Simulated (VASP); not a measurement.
Band structure of ZnS (zinc blende). Computed with PBE GGA, VASP's PBE PAW potentials (set 64) (plane waves; VASP).

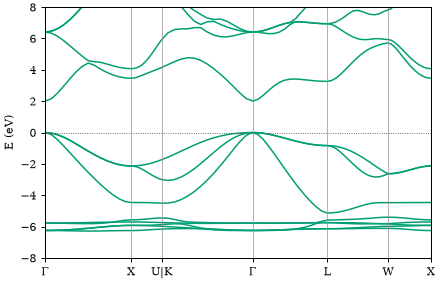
Bands along high-symmetry lines, zero at the valence-band maximum or, without a gap, the Fermi level

Problem. Read the plot: is there a gap, and where are the band edges?

Solution. The gap is direct, 2.01 eV, from the valence maximum at Γ to the conduction minimum at Γ. (Edges off the drawn lines would not show.)

Measured: gap 3.94 eV (computed value off by -1.93 eV), as given by Wei Chen et al., Physical Review Materials (2018), doi:10.1103/physrevmaterials.2.073803 [zero-point renormalisation of 0.1 eV added back (the table's ZPR column)].

The compound is ZnS in the zinc blende structure. It was relaxed first.
